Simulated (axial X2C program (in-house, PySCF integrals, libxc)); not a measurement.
Relativistic diatomic calculation for Hf₂

System: Hf₂, single determinant with Ω = 2.
Method: PBE0, two-component X2C with atomic mean-field Coulomb and Gaunt terms, Hf dyall-cv3z (cores contracted) (axial X2C program (in-house, PySCF integrals, libxc)).

Output:
```
two-component X2C + atomic mean field  PBE0
basis functions 370  fitting functions 1828  grid points 5804
iter        total energy     max residual
   1     -30141.199494621     4.27e+01
   2     -30152.379701978     9.10e-02
   3     -30149.669986905     2.58e-01
   4     -30152.763108296     1.76e-02
   5     -30152.770691237     1.02e-02
   6     -30152.774202901     6.46e-03
   7     -30152.774788636     7.50e-03
   8     -30152.776685101     3.79e-03
   9     -30152.779236710     3.95e-03
  10     -30152.777629197     3.25e-03
  11     -30152.775669185     1.91e-03
  12     -30152.775392289     1.61e-03
  13     -30152.775475356     1.09e-03
  14     -30152.775568061     5.87e-04
  15     -30152.775533164     4.94e-04
  16     -30152.775533701     4.28e-04
  17     -30152.775549579     2.48e-04
  18     -30152.775560417     1.97e-04
  19     -30152.775569937     1.18e-04
  20     -30152.775574390     1.06e-04
  21     -30152.775578537     5.32e-05
  22     -30152.775580230     2.25e-05
  23     -30141.199494621     7.06e+01
  24     -30144.362788918     6.65e+01
  25     -30146.776087103     5.84e+01
  26     -30148.467853553     4.89e+01
  27     -30150.945391525     3.20e+01
  28     -30152.476675284     4.27e+00
  29     -30152.548903789     2.38e+00
  30     -30152.713546181     4.20e+00
  31     -30152.745977786     2.80e+00
  32     -30152.769281316     1.42e+00
  33     -30152.792751687     7.43e-01
  34     -30152.796696740     1.73e-01
  35     -30152.797529872     5.12e-01
  36     -30152.799959417     3.51e-01
  37     -30152.802321796     2.85e-01
  38     -30152.803427673     1.68e-01
  39     -30152.804137852     1.91e-01
  40     -30152.804818095     9.37e-02
  41     -30152.805098947     5.68e-02
  42     -30152.805354208     3.66e-02
  43     -30152.805537573     7.07e-02
  44     -30152.805634531     5.85e-02
  45     -30152.805692139     5.79e-02
  46     -30152.805730983     3.94e-02
  47     -30152.805759215     1.57e-02
  48     -30152.805784124     2.00e-02
  49     -30152.805809060     2.51e-02
  50     -30152.805822279     2.18e-02
  51     -30152.805829228     6.48e-03
  52     -30152.805835112     1.10e-02
  53     -30152.805839453     9.97e-03
  54     -30152.805842163     4.58e-03
  55     -30152.805843954     3.73e-03
  56     -30152.805845289     5.64e-03
  57     -30152.805846085     3.15e-03
  58     -30152.805846578     2.03e-03
  59     -30152.805846947     2.40e-03
  60     -30152.805847190     3.17e-03
  61     -30152.805847282     1.39e-03
  62     -30152.805847364     9.47e-04
  63     -30152.805847390     1.08e-03
  64     -30152.805847430     9.43e-04
  65     -30152.805847476     9.27e-04
  66     -30152.805847514     9.15e-04
  67     -30152.805847541     4.02e-04
  68     -30152.805847553     5.27e-04
  69     -30152.805847557     1.51e-04
  70     -30152.805847559     1.72e-04
  71     -30152.805847560     7.77e-05
  72     -30152.805847560     8.82e-05
  73     -30152.805847560     5.34e-05
  74     -30152.805847560     5.52e-05
  75     -30152.805847560     2.03e-05
  76     -30152.805847560     2.32e-05
  77     -30152.805847560     1.93e-05
converged
one-electron -43444.74328216  Coulomb 12899.57371681  exact exchange -153.78806992  xc functional -471.48945097  nuclear repulsion 1043.06260890  atomic mean-field constant -25.42137023
```

The points of the curve:

| R (Å) | E (hartree) | dipole (D; origin at the first atom, positive when the second is positive) | highest filled (eV) | lowest empty (eV) |
| --- | --- | --- | --- | --- |
| 2.472 | −30152.803441 | 0.00 | −4.34 | −2.81 |
| 2.551 | −30152.806175 | 0.00 | −4.40 | −2.65 |
| 2.630 | −30152.805848 | 0.00 | −4.46 | −2.51 |
| 2.722 | −30152.802489 | 0.00 | −4.39 | −2.45 |
| 2.814 | −30152.796765 | 0.00 | −4.25 | −2.41 |

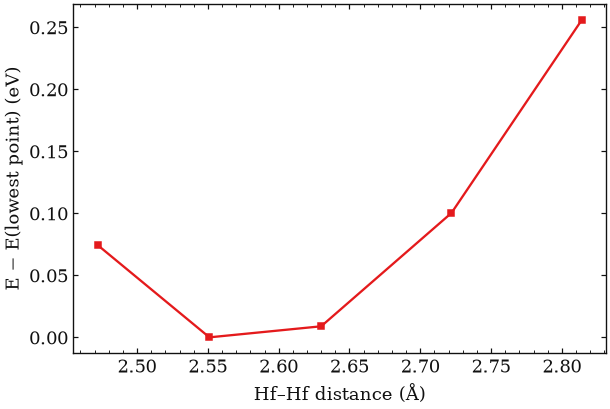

**Figure 1.** Energy at 5 bond lengths, for one set of occupations held fixed; the line joins the points. A polynomial of degree 3 through 5 points gives rₑ = 2.580 Å, ωₑ = 191.8 cm⁻¹ and Bₑ = 0.02815 cm⁻¹. The minimum lies 2.07 eV below Hf + Hf, each computed as one determinant at the same level.

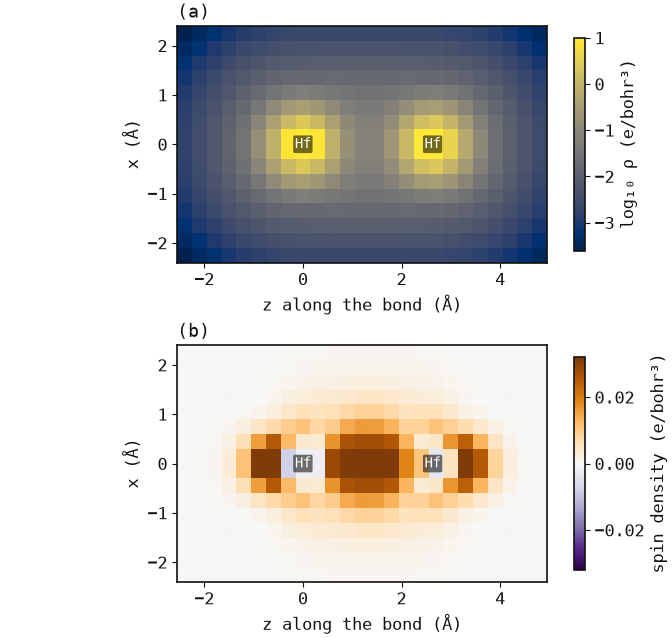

**Figure 2.** (a) electron density on a logarithmic scale; (b) spin density, in a plane that holds the axis, at 2.63 Å, on points 0.3 Å apart (one half computed, the other mirrored); the structure near the nuclei is finer than these points.

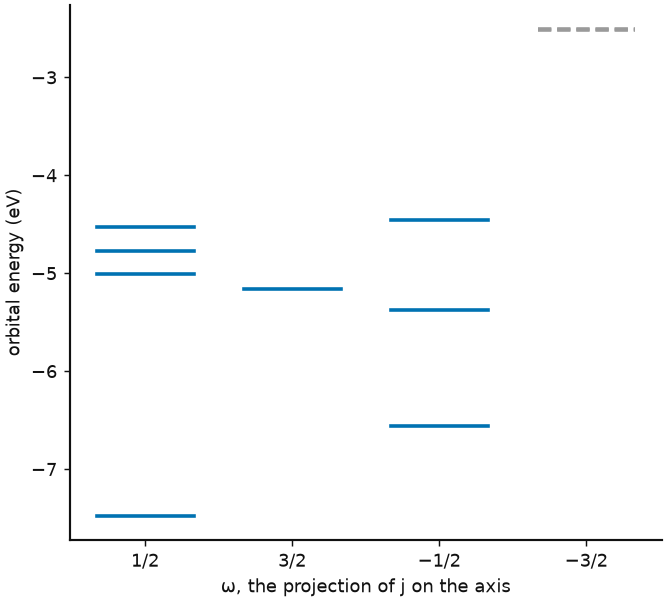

**Figure 3.** Orbital energies near the frontier at 2.63 Å, filled (solid) and empty (dashed). The highest filled spinor (−1/2; 24 % Hf p, 24 % Hf p) lies at −4.46 eV, the lowest empty one (−3/2; 46 % Hf d, 46 % Hf d) at −2.51 eV.

Input:
```
{"zs": [72, 72], "q": 0, "bas": ["dyall-cv3z", "dyall-cv3z"], "levels": ["PBE0", "HF", "PBE50"], "cc": true, "r0": 3.04, "thr": -2.0, "nmax": 110, "npts": 10, "nst": 2, "ntry": 8}
```

The line is the task of a batch: nuclear charges, charge, bases, the levels to run, a first guess of the distance and further settings. This report covers PBE0 with spin-orbit coupling. The log is that of the reference distance 2.63 Å.

The run was one of a batch that the task file lists, launched with:
```bash
python <driver script> task.json out
```

Summary:

- outcome: converged
- bond length rₑ: 2.580 Å
- ωₑ: 191.8 cm⁻¹
- energy at the minimum: −30152.80637 hartree
- depth below the fragments: 2.07 eV
- hardware: 1 thread of Arm Neoverse V1, 24 GiB of memory available, shared host
- wall time: 50 s
- peak memory: 2.5 GiB

Remarks:

To bear in mind: 5 of the 10 points asked for were kept.
